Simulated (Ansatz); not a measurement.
System: Sr···Sr···Sr (charge −1, doublet).

```xyz
3

Sr   -1.1635   -1.9780   -0.5158
Sr   -0.7320    1.3616    1.7916
Sr    1.8954    0.6164   -1.2759
```

Geometry: r2SCAN/def2-TZVPD; ⟨S²⟩ = 0.85, above the pure value of 0.75; core potentials replace the inner electrons of Sr.

Theory: Ansatz 0.2.0, UKS PBE0/def2-TZVPD.

What will maps of the electron density, electron localisation function and spin density show?

Answer. Sr1···Sr2 (4.08 Å): the density falls to about 0.05 e/Å³ on the way; the ELF is about 0.40 at the midpoint.
Sr–Sr (4.08 Å): ρ is about 0.05 e/Å³ halfway; the ELF is about 0.40 at the midpoint.
The unpaired spin (1 electron) lies mostly on Sr1 (about 0.3), Sr2 (about 0.3) and Sr3 (about 0.3), in electrons by Hirshfeld's partition.

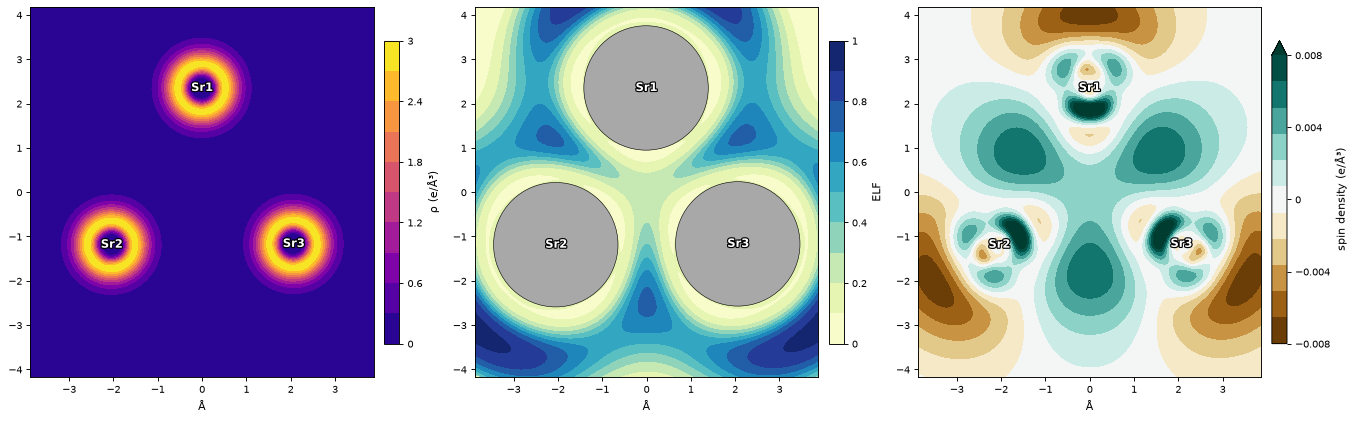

Computed electron density, electron localisation function and spin density on the molecular plane, in this order. Grey discs cover the atomic cores in the ELF map. 
